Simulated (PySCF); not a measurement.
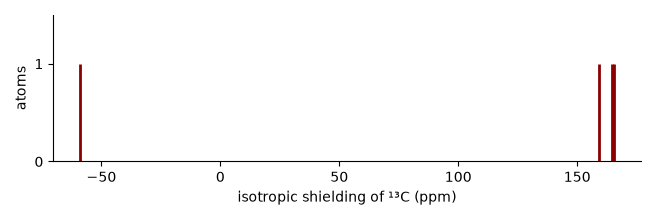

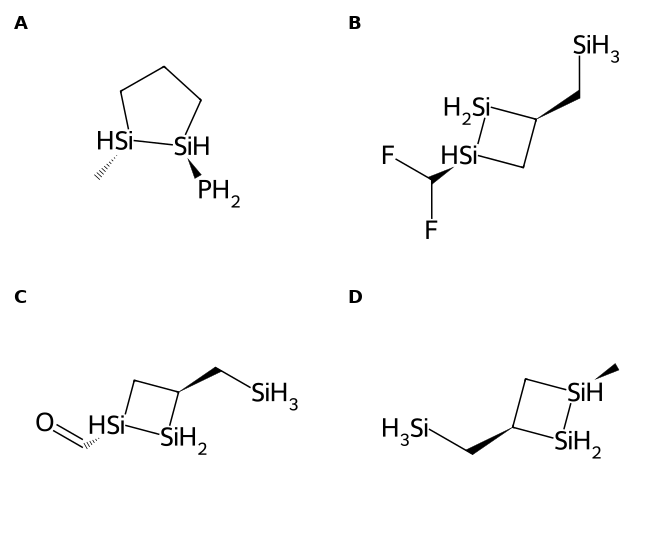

The sticks are computed shieldings of one of the molecules, for one fixed geometry (GFN2-xTB) without averaging over rotations. Low shielding means a high chemical shift. Method: GIAO PBE0/pcSseg-1 NMR shielding, non-relativistic, gas phase (PySCF 2.14.0).

Question: Match the spectrum to a structure.

Answer: C, `O=C[Si@@H]1C[C@@H](C[SiH3])[SiH2]1`. Its 4 C atoms give lines at −59.0, 159.3, 164.6, 165.4 ppm.

The geometry is semi-empirical. Around Si such bond lengths and angles can be off by a tenth of an ångström or more and by several degrees, and values that hang on the shape move with them.
